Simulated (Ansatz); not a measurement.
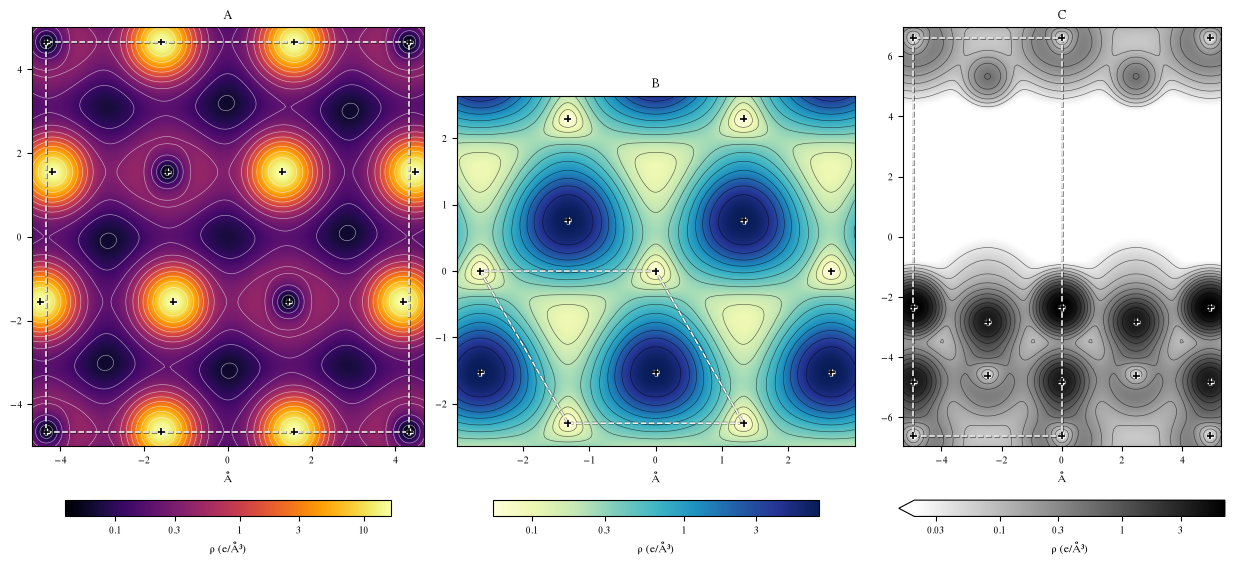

The valence electron density of 3 systems, each on a plane through atoms (crosses mark nuclei in the plane).

All numbers below come from DFT PBE, scalar-relativistic, plane waves, PAW (Ansatz).

System 1: SiSn2, the (110) plane of the conventional cell. Space group R-3m; a generated structure, not necessarily the stable one.

System 2: BeZn4O, the (001) plane of the conventional cell. Space group P3m1; a generated structure, not necessarily the stable one.

```cif
data_structure
_symmetry_space_group_name_H-M 'P 1'
_symmetry_Int_Tables_number 1
_cell_length_a 2.6455
_cell_length_b 2.6455
_cell_length_c 15.4787
_cell_angle_alpha 90.000
_cell_angle_beta 90.000
_cell_angle_gamma 120.000
_cell_volume 93.82
loop_
_atom_site_label
_atom_site_type_symbol
_atom_site_fract_x
_atom_site_fract_y
_atom_site_fract_z
_atom_site_occupancy
Be1 Be 0.33333 0.66667 0.01760 1
Zn1 Zn 0.00000 0.00000 0.78031 1
Zn2 Zn 0.33333 0.66667 0.29319 1
Zn3 Zn 0.33333 0.66667 0.61785 1
Zn4 Zn 0.00000 0.00000 0.45530 1
O1 O 0.00000 0.00000 0.01774 1
```

System 3: Ca2Si3N3, the (101̄) plane of the conventional cell. Space group Amm2; a generated structure, not necessarily the stable one; computed without spin polarisation.

```
Ca Si N
1.0
    10.20851    0.00000    0.00000
     0.00000    4.93410    0.00000
     0.00000    0.00000    8.40899
Ca Si N
4 6 6
Direct
  0.81781 0.00000 0.40543
  0.81781 0.50000 0.90543
  0.18219 0.00000 0.40543
  0.18219 0.50000 0.90543
  0.85575 0.00000 0.08831
  0.85575 0.50000 0.58831
  0.14425 0.00000 0.08831
  0.14425 0.50000 0.58831
  0.00000 0.50000 0.25029
  0.00000 0.00000 0.75029
  0.13515 0.50000 0.38474
  0.13515 0.00000 0.88474
  0.86485 0.50000 0.38474
  0.86485 0.00000 0.88474
  0.00000 0.00000 0.21279
  0.00000 0.50000 0.71279
```

Q: Which map belongs to which system?

A: Panel A is system 1, SiSn2: the plane holds Si and Sn. Si–Sn (2.75 Å): the density is about 0.34 e/Å³ at the midpoint. Panel B is system 2, BeZn4O: the plane holds Be and O. Be–O (1.53 Å): ρ at the midpoint is about 1.2 e/Å³. Panel C is system 3, Ca2Si3N3: the plane holds Ca, Si and N. Ca–N (2.47 Å): the density is about 0.24 e/Å³ at the midpoint.
